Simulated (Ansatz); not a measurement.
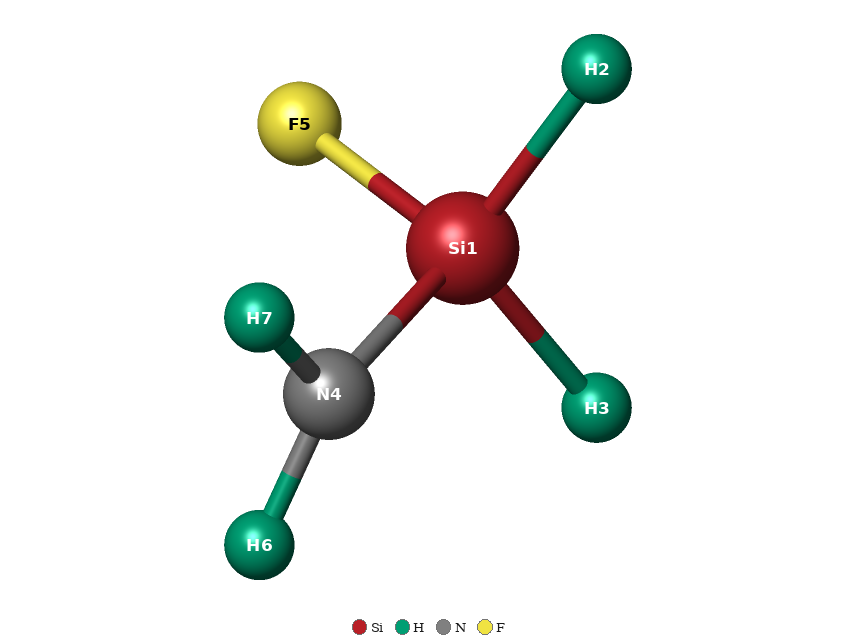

Harmonic vibrations computed with RKS PBE0-D4/def2-TZVP (Ansatz 0.2.0) at a stationary point of the same level.

Q: How many imaginary frequencies does it have?

A: A minimum: no imaginary frequency, and the lowest mode lies at 267 cm⁻¹.

Q: How many vibrational modes are there, and where do they lie?

A: 15 modes: 267, 295, 381, 561, 801, 829, 899, 904, 941, 963, 1585, 2260, 2265, 3616, 3711 cm⁻¹.
